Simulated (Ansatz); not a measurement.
System: C2H5NSi (SMILES N=C=C[SiH3]).

Input

```
crystal:
  periodic: [false, false, false]
  atoms:
    - {symbol: N, position_ang: [0.336327, 0.852558, -2.253733]}
    - {symbol: C, position_ang: [0.485740, 0.660269, -1.063641]}
    - {symbol: C, position_ang: [0.690758, 0.331455, 0.184885]}
    - {symbol: Si, position_ang: [-0.445944, -0.834161, 1.061496]}
    - {symbol: H, position_ang: [-0.241366, 1.638155, -2.537959]}
    - {symbol: H, position_ang: [1.547733, 0.771094, 0.685734]}
    - {symbol: H, position_ang: [-1.518649, -1.245716, 0.121185]}
    - {symbol: H, position_ang: [0.290326, -2.037141, 1.533310]}
    - {symbol: H, position_ang: [-1.056523, -0.182914, 2.251621]}
basis:
  gaussian: {orbitals: def2-TZVPP}
hamiltonian: {xc: pbe0, dispersion: d4}
output: {orbitals: {seedname: orbitals}}
```

Run with:

```sh
ansatz run in.yaml --threads 2 --pin off --events-out ev --progress --plain --max-ram 4352MiB
```

Geometry: PBE0-D4/def2-TZVP.

Method: RKS PBE0-D4/def2-TZVPP (Ansatz).

> What can the converged electron density and electron localisation function tell about the bonding?

C–N (1.21 Å): ρ is about 3.2 e/Å³ halfway; the ELF peaks at about 0.90 between the atoms: a short, multiple covalent bond.
C–C (1.31 Å): the density is about 2.4 e/Å³ at the midpoint; the ELF peaks at about 0.90 between the atoms: a short, multiple covalent bond.
C–Si (1.85 Å): the density is about 0.95 e/Å³ at the midpoint; the ELF peaks at about 0.95 between the atoms (a covalent bond).
C–H (1.09 Å): ρ at the midpoint is about 2 e/Å³; the ELF climbs to about 1 towards the hydrogen, as it does in any bond to H: an ordinary covalent bond to hydrogen.

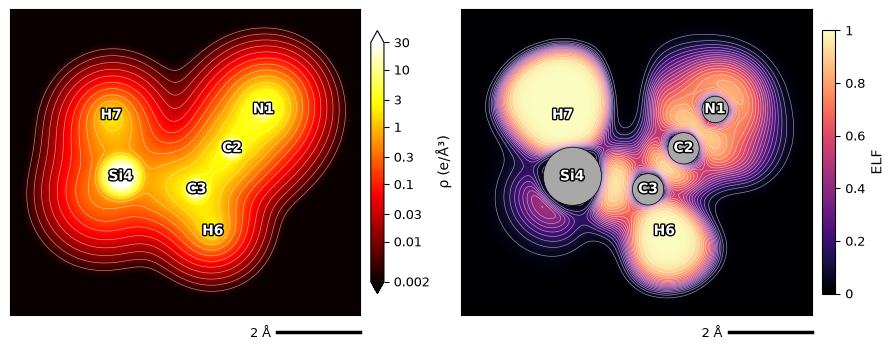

Computed electron density and electron localisation function on the plane of atoms C3, Si4 and H7, in this order. Grey discs cover the atomic cores in the ELF map. 
